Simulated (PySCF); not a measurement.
F₄Si, SMILES `F[Si](F)(F)F`.

Level of theory: ωB97X/def2-TZVP (PySCF), at a geometry from GFN2-xTB. No frequency check shows the geometry to be a minimum.

Input

```python
import numpy as np
from pyscf import gto, scf, dft
from pyscf.scf import atom_ks, atom_hf
from scipy.linalg import block_diag

def solve(mol, dm0=None, hcore=None):
    mf = (dft.UKS if mol.spin else dft.RKS)(mol, xc='wb97x')
    mf.grids.level = 3
    mf = mf.density_fit(auxbasis='def2-universal-jkfit')
    mf.conv_tol, mf.max_cycle = 1e-8, 80
    if hcore is not None:
        mf.get_hcore = lambda *args: hcore
    mf.kernel(dm0)
    if not mf.converged:
        mf = mf.newton().run(mf.mo_coeff, mf.mo_occ, max_cycle=30)
    assert mf.converged, 'SCF not converged'
    return mf

mol = gto.M(atom='''
F      0.90491    -0.93726     0.86873
Si     0.00001    -0.00019     0.00008
F      0.90491     0.93741    -0.86879
F     -0.90492    -0.86944    -0.93655
F     -0.90492     0.86959     0.93649
''', basis='def2-tzvp', charge=0, spin=0, verbose=4)
mf = solve(mol)
mf.analyze()
# spherically averaged free atoms, for the promolecule
atm = atom_ks.get_atm_nrks(mol, xc='wb97x')
pro = block_diag(*[(atm[a[0]][2] * atm[a[0]][3]) @ atm[a[0]][2].T for a in mol._atom])
np.savez('result.npz', e=mf.e_tot, c=mf.mo_coeff, occ=mf.mo_occ, eps=mf.mo_energy, pro=pro, dip=mf.dip_moment(verbose=0), s2=mf.spin_square()[0])
```

Command:

```sh
OMP_NUM_THREADS=1 python input.py
```

The run took 12 s on 1 thread of Intel(R) Xeon(R) Platinum 8259CL CPU @ 2.50GHz (Skylake/Cascade Lake), with other jobs on the host, peak memory 0.59 GiB.

Partitions, critical points and surface values were worked out afterwards from this run's density.

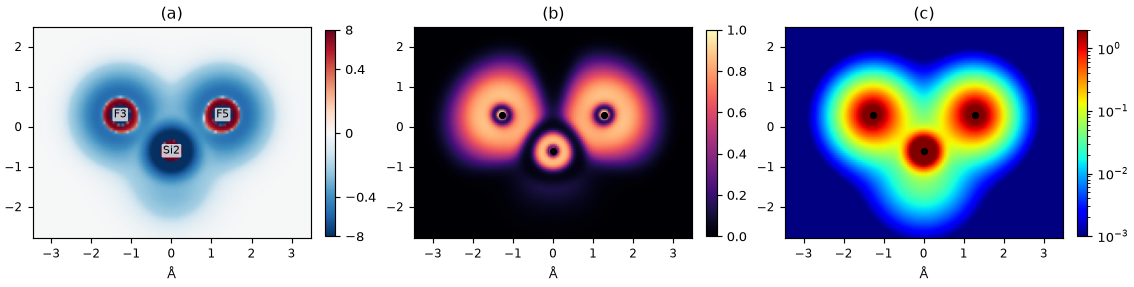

Three fields in the plane of Si2, F3 and F5. (a): red positive, blue negative.

The panels show, in some order, the electron localisation function (ELF), electron density and negative Laplacian of the density (−∇²ρ). Which is which?

(a) is the negative Laplacian of the density (−∇²ρ): shells alternate in sign around each nucleus and valence concentrations outline the bonding and non-bonding pairs. (b) is the electron localisation function (ELF): it runs from 0 to 1 and is close to 1 over wide basins that fill the valence regions. (c) is the electron density: it is positive everywhere and peaks at the nuclei.
